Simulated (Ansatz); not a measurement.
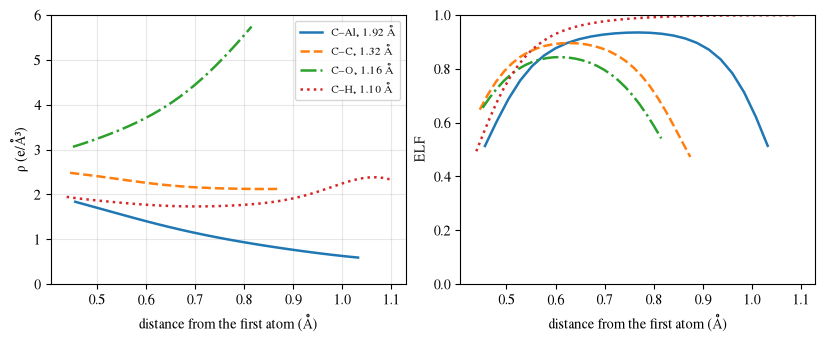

Figure. C2H3AlO (SMILES O=C=[CH][AlH2]). Total electron density and electron localisation function along straight lines between neighbouring atoms. The curves leave out the atomic cores.

The calculation used RKS r2SCAN-D4/def2-SVP in Ansatz.

Input file:

```
crystal:
  periodic: [false, false, false]
  atoms:
    - { symbol: O, position_ang: [-0.4278, -2.0528, 1.62863] }
    - { symbol: C, position_ang: [0.11588, -1.35, 0.87965] }
    - { symbol: C, position_ang: [0.62699, -0.50113, 0.04677] }
    - { symbol: Al, position_ang: [-0.38102, 1.07277, -0.56065] }
    - { symbol: H, position_ang: [1.62964, -0.64577, -0.33651] }
    - { symbol: H, position_ang: [0.15283, 2.10484, -1.58241] }
    - { symbol: H, position_ang: [-1.79896, 1.34142, -0.01812] }
basis:
  gaussian: { orbitals: def2-SVP }
hamiltonian:
  xc: r2scan
  dispersion: d4
relax:
  f_tol: 0.015
  max_steps: 40
output:
  orbitals: {}
```

Command:

```sh
ansatz run input.yaml --threads 1 --pin off --max-ram 2048MiB --backend cpu --events-out ev --progress --plain --runs-dir out
```

The fields are those of the relaxed geometry.

> What kind of bonding do the profiles show?

C–Al (1.92 Å): the density is about 0.68 e/Å³ at the midpoint; the ELF peaks at about 0.95 between the atoms, as expected for a polar covalent bond.
C–C (1.32 Å): the density is about 2.2 e/Å³ at the midpoint; the ELF peaks at about 0.90 between the atoms: a multiple bond.
C–O (1.16 Å): ρ at the midpoint is about 3.6 e/Å³; the ELF peaks at about 0.85 between the atoms: a short, multiple covalent bond.
C–H (1.10 Å): ρ is about 1.8 e/Å³ halfway; the ELF climbs to about 1 towards the hydrogen, as it does in any bond to H; an ordinary covalent bond to hydrogen.
